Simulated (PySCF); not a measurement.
# C₃H₃F₃: NMR shifts at several levels of theory, part 2 of 2

PySCF 2.14.0. Atoms count from 0. The steps go on from the part before.

## Step 6: Nuclear shieldings: BLYP/pcSseg-2

What the job is given:

```
{"job": {"kind": "nmr", "xc": "BLYP", "basis": "pcSseg-2", "pop": false}, "charge": 0, "multiplicity": 1}
C     -1.082298     0.457455    -0.734785
C     -0.207664     0.505497     0.264796
C      0.838574    -0.537920     0.490321
F      0.793263    -1.512922    -0.418243
F      2.064989    -0.003941     0.449459
F      0.698688    -1.100113     1.696897
H     -1.834347     1.239071    -0.863817
H     -1.074087    -0.365146    -1.454389
H     -0.197123     1.318014     0.997003
```

With the program's defaults for keys left out, this is: GIAO BLYP/pcSseg-2 NMR shielding, non-relativistic, gas phase.

What it wrote:

```text
coarse grid: 8376 points
cycle   1  E = -415.6007077242  dE =  8.107e-01  |g| = 9.914e-01  |ddm| = 2.027e+00
cycle   2  E = -415.2125962459  dE =  3.881e-01  |g| = 1.888e+00  |ddm| = 1.240e+00
cycle   3  E = -415.7490639046  dE = -5.365e-01  |g| = 1.718e-01  |ddm| = 8.371e-01
cycle   4  E = -415.7535888021  dE = -4.525e-03  |g| = 1.080e-01  |ddm| = 1.902e-01
cycle   5  E = -415.7562008536  dE = -2.612e-03  |g| = 4.195e-02  |ddm| = 8.250e-02
cycle   6  E = -415.7566386018  dE = -4.377e-04  |g| = 5.307e-03  |ddm| = 2.580e-02
cycle   7  E = -415.7566441230  dE = -5.521e-06  |g| = 2.059e-03  |ddm| = 4.529e-03
final grid: 84552 points
cycle   8  E = -415.7510883191  dE = -1.056e-04  |g| = 9.916e-03  |ddm| = 4.188e-02
cycle   9  E = -415.7510518699  dE =  3.645e-05  |g| = 1.796e-02  |ddm| = 1.270e-02
cycle  10  E = -415.7511044945  dE = -5.262e-05  |g| = 1.301e-03  |ddm| = 8.184e-03
cycle  11  E = -415.7511047416  dE = -2.471e-07  |g| = 4.720e-04  |ddm| = 9.182e-04
cycle  12  E = -415.7511047833  dE = -4.173e-08  |g| = 1.374e-04  |ddm| = 3.214e-04
cycle  13  E = -415.7511047856  dE = -2.235e-09  |g| = 5.169e-05  |ddm| = 8.381e-05
cycle  14  E = -415.7511047860  dE = -4.404e-10  |g| = 1.427e-05  |ddm| = 3.292e-05
converged SCF energy = -415.7511047860

GIAO shielding tensors (ppm)
atom      isotropic    diamagn.    paramagn.     s11        s22        s33       span
  0 C       45.825     251.382    -205.557    -70.585     45.085    162.975    233.560
  1 C       35.186     256.365    -221.178    -80.063     53.483    132.138    212.201
  2 C       36.970     237.737    -200.767     28.333     38.162     44.414     16.081
  3 F      254.905     472.612    -217.706    167.036    272.601    325.080    158.044
  4 F      231.052     469.894    -238.842    146.690    229.124    317.342    170.652
  5 F      230.849     469.737    -238.888    146.522    228.758    317.266    170.744
  6 H       25.729      30.091      -4.361     23.427     25.260     28.502      5.075
  7 H       25.331      31.159      -5.828     21.900     24.533     29.559      7.659
  8 H       25.239      31.278      -6.040     23.591     24.352     27.774      4.183
```

Wall time 31 s (1 thread, shared host).

In short: δ C1 139.8, C2 138.0, C0 129.2, F3 -95.8, H8 6.14, H7 6.05 ppm (means over like atoms).

## Step 7: Nuclear shieldings: BP86/pcSseg-2

Settings changed since step 6:

```diff
@@ -1,2 +1,2 @@
-{"job": {"kind": "nmr", "xc": "BLYP", "basis": "pcSseg-2", "pop": false}, "charge": 0, "multiplicity": 1}
+{"job": {"kind": "nmr", "xc": "BP86", "basis": "pcSseg-2", "pop": false}, "charge": 0, "multiplicity": 1}
 C     -1.082298     0.457455    -0.734785
```

Method: GIAO BP86/pcSseg-2 NMR shielding, non-relativistic, gas phase.

What it wrote:

```text
coarse grid: 8376 points
cycle   1  E = -415.6785554914  dE =  8.103e-01  |g| = 9.376e-01  |ddm| = 2.051e+00
cycle   2  E = -415.3472395105  dE =  3.313e-01  |g| = 1.756e+00  |ddm| = 1.125e+00
cycle   3  E = -415.8121360690  dE = -4.649e-01  |g| = 1.667e-01  |ddm| = 7.580e-01
cycle   4  E = -415.8167733851  dE = -4.637e-03  |g| = 9.842e-02  |ddm| = 1.760e-01
cycle   5  E = -415.8189718508  dE = -2.198e-03  |g| = 3.792e-02  |ddm| = 7.354e-02
cycle   6  E = -415.8193291491  dE = -3.573e-04  |g| = 4.963e-03  |ddm| = 2.326e-02
cycle   7  E = -415.8193340019  dE = -4.853e-06  |g| = 1.881e-03  |ddm| = 4.053e-03
final grid: 84552 points
cycle   8  E = -415.8123789050  dE = -1.156e-04  |g| = 4.499e-03  |ddm| = 4.109e-02
cycle   9  E = -415.8123734280  dE =  5.477e-06  |g| = 6.919e-03  |ddm| = 6.852e-03
cycle  10  E = -415.8123828957  dE = -9.468e-06  |g| = 1.207e-03  |ddm| = 4.210e-03
cycle  11  E = -415.8123831306  dE = -2.349e-07  |g| = 4.294e-04  |ddm| = 8.236e-04
cycle  12  E = -415.8123831626  dE = -3.199e-08  |g| = 1.649e-04  |ddm| = 3.247e-04
cycle  13  E = -415.8123831683  dE = -5.713e-09  |g| = 5.811e-05  |ddm| = 1.175e-04
cycle  14  E = -415.8123831691  dE = -8.367e-10  |g| = 1.549e-05  |ddm| = 4.354e-05
converged SCF energy = -415.8123831691

GIAO shielding tensors (ppm)
atom      isotropic    diamagn.    paramagn.     s11        s22        s33       span
  0 C       49.240     252.723    -203.483    -66.479     46.895    167.304    233.784
  1 C       39.725     257.761    -218.036    -74.396     56.581    136.992    211.388
  2 C       42.056     239.749    -197.692     33.078     43.086     50.005     16.927
  3 F      256.446     471.154    -214.708    170.704    275.533    323.101    152.397
  4 F      232.806     468.574    -235.769    150.777    232.381    315.259    164.482
  5 F      232.607     468.420    -235.813    150.617    232.020    315.184    164.567
  6 H       25.514      29.795      -4.281     23.201     25.057     28.285      5.084
  7 H       25.137      31.058      -5.920     21.686     24.347     29.378      7.692
  8 H       25.046      31.065      -6.020     23.486     24.125     27.526      4.041
```

It took 31 s on 1 thread, shared host.

In short: δ C1 139.4, C2 137.1, C0 129.9, F3 -96.7, H8 6.19, H7 6.10 ppm (means over like atoms).

## Step 8: Shielding tensors: OPBE/pcSseg-2

Settings changed since step 7:

```diff
@@ -1,2 +1,2 @@
-{"job": {"kind": "nmr", "xc": "BP86", "basis": "pcSseg-2", "pop": false}, "charge": 0, "multiplicity": 1}
+{"job": {"kind": "nmr", "xc": "OPBE", "basis": "pcSseg-2", "pop": false}, "charge": 0, "multiplicity": 1}
 C     -1.082298     0.457455    -0.734785
```

Method: GIAO OPBE/pcSseg-2 NMR shielding, non-relativistic, gas phase.

What it wrote:

```text
coarse grid: 8376 points
cycle   1  E = -415.4730861703  dE =  8.054e-01  |g| = 9.242e-01  |ddm| = 2.052e+00
cycle   2  E = -415.1832141070  dE =  2.899e-01  |g| = 1.661e+00  |ddm| = 1.130e+00
cycle   3  E = -415.6029006121  dE = -4.197e-01  |g| = 1.615e-01  |ddm| = 7.347e-01
cycle   4  E = -415.6071982817  dE = -4.298e-03  |g| = 9.828e-02  |ddm| = 1.813e-01
cycle   5  E = -415.6094581491  dE = -2.260e-03  |g| = 3.635e-02  |ddm| = 7.373e-02
cycle   6  E = -415.6097941228  dE = -3.360e-04  |g| = 4.608e-03  |ddm| = 2.273e-02
cycle   7  E = -415.6097979020  dE = -3.779e-06  |g| = 2.139e-03  |ddm| = 4.443e-03
final grid: 84552 points
cycle   8  E = -415.6000578421  dE = -2.822e-04  |g| = 1.888e-02  |ddm| = 7.170e-02
cycle   9  E = -415.6000086471  dE =  4.920e-05  |g| = 2.624e-02  |ddm| = 2.553e-02
cycle  10  E = -415.6001041574  dE = -9.551e-05  |g| = 3.569e-03  |ddm| = 1.471e-02
cycle  11  E = -415.6001063901  dE = -2.233e-06  |g| = 8.435e-04  |ddm| = 2.501e-03
cycle  12  E = -415.6001064648  dE = -7.473e-08  |g| = 6.064e-04  |ddm| = 9.253e-04
cycle  13  E = -415.6001065622  dE = -9.737e-08  |g| = 7.673e-05  |ddm| = 3.767e-04
cycle  14  E = -415.6001065633  dE = -1.113e-09  |g| = 3.732e-05  |ddm| = 6.259e-05
cycle  15  E = -415.6001065636  dE = -2.393e-10  |g| = 1.051e-05  |ddm| = 2.329e-05
converged SCF energy = -415.6001065636

GIAO shielding tensors (ppm)
atom      isotropic    diamagn.    paramagn.     s11        s22        s33       span
  0 C       57.680     255.258    -197.578    -54.278     55.464    171.853    226.131
  1 C       49.594     259.413    -209.819    -60.871     65.776    143.878    204.748
  2 C       52.090     241.013    -188.923     42.589     53.254     60.426     17.837
  3 F      263.867     472.529    -208.662    180.741    281.280    329.580    148.839
  4 F      241.802     469.037    -227.235    162.938    241.183    321.284    158.346
  5 F      241.623     468.834    -227.211    162.785    240.858    321.226    158.441
  6 H       25.436      29.563      -4.127     23.110     24.980     28.217      5.107
  7 H       25.071      31.739      -6.668     21.699     24.193     29.322      7.623
  8 H       24.960      31.555      -6.595     23.512     23.992     27.376      3.865
```

Run time: 33 s. Hardware: 1 thread, shared host.

In short: δ C1 134.8, C2 132.3, C0 126.7, F3 -93.9, H8 6.24, H7 6.13 ppm (means over like atoms).

## Step 9: Comparing the runs: NMR shifts

Shifts (ppm), means over like atoms, with basis size and wall time (the measured row can stand on another reference than the computed rows):

| run | C1 | C0 | C2 | H7 | H8 | H6 | F3 | functions | time |
| --- | --- | --- | --- | --- | --- | --- | --- | --- | --- |
| HF/pcSseg-2 | 136.4 | 134.4 | 114.3 | 6.36 | 6.07 | 5.99 | -51.1 | 258 | 13 s |
| LDA/pcSseg-2 | 145.8 | 136.7 | 141.1 | 6.24 | 6.34 | 5.89 | -96.5 | 258 | 24 s |
| PBE/pcSseg-2 | 139.9 | 130.3 | 137.3 | 6.11 | 6.22 | 5.74 | -96.6 | 258 | 33 s |
| BLYP/pcSseg-2 | 139.8 | 129.2 | 138.0 | 6.05 | 6.14 | 5.65 | -95.8 | 258 | 31 s |
| BP86/pcSseg-2 | 139.4 | 129.9 | 137.1 | 6.10 | 6.19 | 5.72 | -96.7 | 258 | 31 s |
| OPBE/pcSseg-2 | 134.8 | 126.7 | 132.3 | 6.13 | 6.24 | 5.76 | -93.9 | 258 | 33 s |
| measured | – | – | – | 5.85 | 5.90 | 5.56 | -66.9 | – | – |

Measured: solution, not stated per compound (mostly CDCl3 or CCl4); Pretsch, Buehlmann, Badertscher, Structure Determination of Organic Compounds, 4th ed. (2009); G. Saielli, R. Bini, A. Bagno, Computational 19F NMR. 2. Organic compounds, RSC Adv. 2014, ESI (exp. from Berger-Braun-Kalinowski 1994 and Everett 1995).

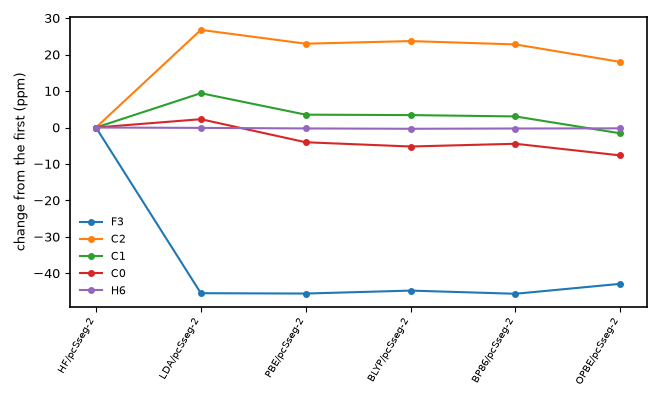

How five of the tabulated atoms move from run to run.

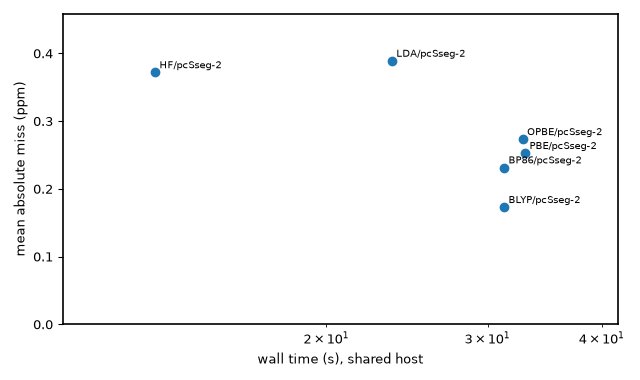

Cost against miss for the 3 measured ¹H shifts.

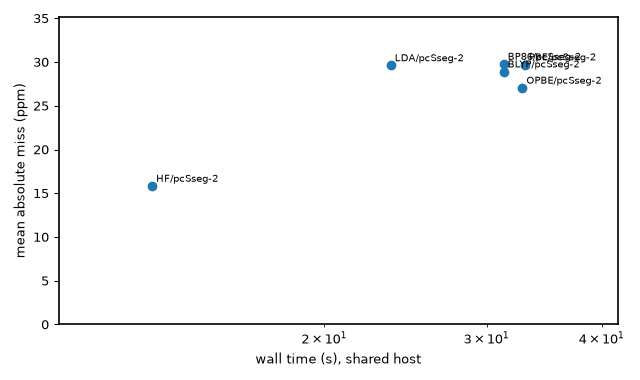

Cost against miss for the one measured ¹⁹F shift.

## Step 10: Results

This closing draws on all 2 parts.

| quantity | value |
| --- | --- |
| point group | Cs |
| rotational constants (main isotopes) | 5.48, 2.96, 2.88 GHz |
| ¹³C shifts against TMS (HF/pcSseg-2) | 136.4, 134.4, 114.3 ppm |
| ¹H shifts against TMS (HF/pcSseg-2) | 6.36, 6.07, 5.99 ppm |
| ¹⁹F shifts against CFCl3 (HF/pcSseg-2, means over atoms taken as alike) | -51.1 ppm |
| measured, and computed on the same scale | H8 δ 5.90, 6.07; H6 δ 5.56, 5.99; H7 δ 5.85, 6.36; F3 δ -66.9, -51.1 ppm |
| range of the shift of F3 | -96.7 to -51.1 ppm |

**Reading.** Single values in the summary come from the first run of each kind that ended normally (HF/pcSseg-2), which need not be the best level. The optimisation took 9 steps and gained 0.049 eV; among the close pairs (by a distance rule), C2–F3 changed most, from 1.356 to 1.333 Å. C1 (alkene CH) lies farthest downfield among carbon, at 136.4 ppm; an sp2 carbon of a C=C bond. 3 measured ¹H shifts can be compared: mean absolute error 0.37 ppm, mean signed error +0.37 ppm. The one measured ¹⁹F shift is missed by +15.8 ppm (computed less measured, unscaled). Vibration, temperature and solvent are missing from the calculation, and it holds one conformer, so part of the miss against the measured shifts is not the functional's. For the one measured ¹⁹F shift, HF/pcSseg-2 misses least (15.8 ppm, 13 s) and BP86/pcSseg-2 most (29.8 ppm, 31 s). One molecule ranks no method: errors cancel, and vibration and temperature are missing from all runs.
